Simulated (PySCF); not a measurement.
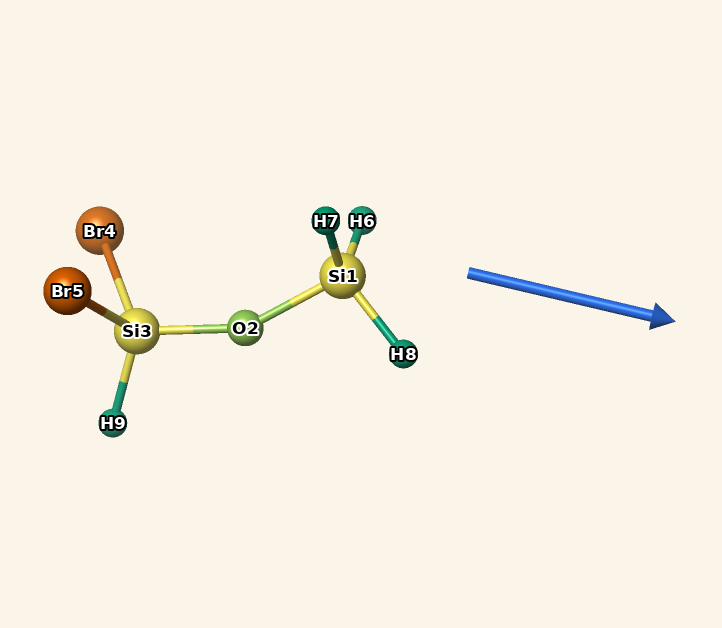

The arrow beside the molecule shows the direction of the dipole moment, from the negative to the positive end (its length means nothing). The computed structure is the end point of a GFN2-xTB optimisation. No frequency run is at hand to confirm it as a minimum. Properties computed with PBE0/def2-SVPD, gas phase (PySCF 2.14.0).

Q: How large is the dipole moment?

A: 1.61 D; it points from the side of Br4, Br5 to the side of H8 (the outermost atoms at the two ends).

The geometry is semi-empirical. Around Br, Si such bond lengths and angles can be off by a tenth of an ångström or more and by several degrees, and values that hang on the shape move with them.
